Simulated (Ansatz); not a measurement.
# C₂H₂O₃ (SMILES O=COC=O): what the fields show

```xyz
7

O     0.0322    0.4429    1.7315
C     0.2086   -0.5164    1.0646
O     0.3264   -0.5429   -0.3040
C    -0.1710    0.4633   -1.0964
O    -1.0229    1.2273   -0.8021
H     0.3569   -1.5412    1.4325
H     0.3312    0.3990   -2.0717
```

Geometry: PBE0-D4/def2-TZVP.

Theory: RKS PBE0-D4/def2-TZVPP (Ansatz).

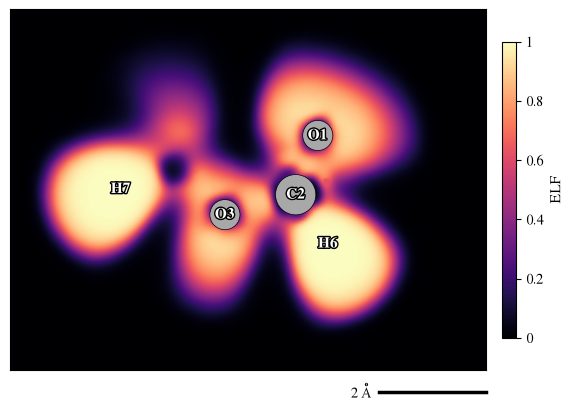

Figure 1. ELF on the plane of atoms O1, C2 and O3. Grey discs cover the atomic cores.

What does the map show?

The section cuts through O, C and H sites.
C–O (1.18 Å): the ELF peaks at about 0.85 between the atoms (a multiple bond).
C–H (1.10 Å): the ELF climbs to about 1 towards the hydrogen, as it does in any bond to H: an ordinary covalent bond to hydrogen.
The ELF also peaks beside O3 and O1, away from the bonds: lone-pair regions.

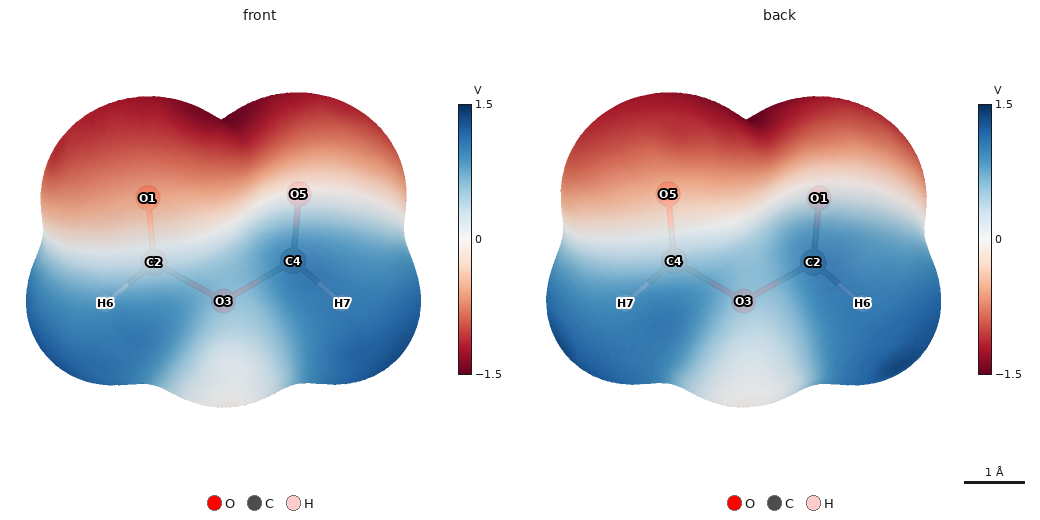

Figure 2. The electrostatic potential painted on the density surface at 0.001 e/bohr³, seen from the front and from behind; the colour scale runs from red (negative) to blue (positive).

Which sites attract a positive test charge, and which a negative one?

A positive charge is drawn to the negative regions and a negative charge to the positive ones. The most negative region (about −1.5 V) lies over O1 and O5, the most positive (about +1.3 V) over H6 and H7.

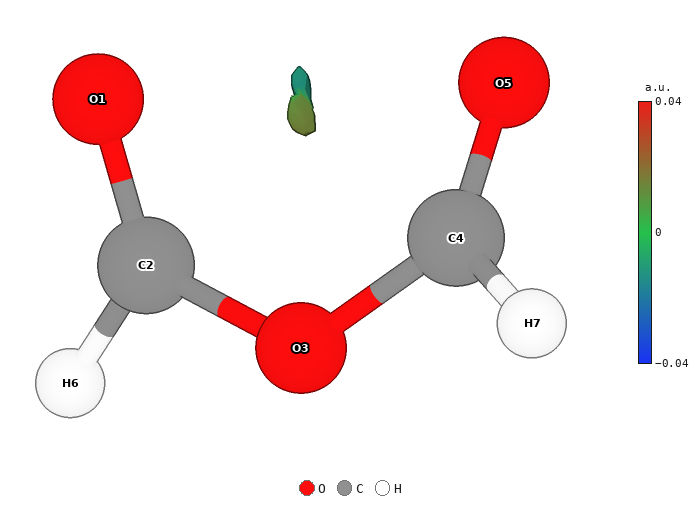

Figure 3. Non-covalent interaction (NCI) plot: the surface where the reduced density gradient is 0.4, for densities under 0.05 a.u., coloured by sign(λ₂)ρ; seen at a tilt.

What holds or crowds the atoms apart from the covalent bonds?

Between C2 and O1 on one side and C4 and O5 on the other: a weak contact, attractive (blue-green) on one side and crowded (olive to red) on the other.
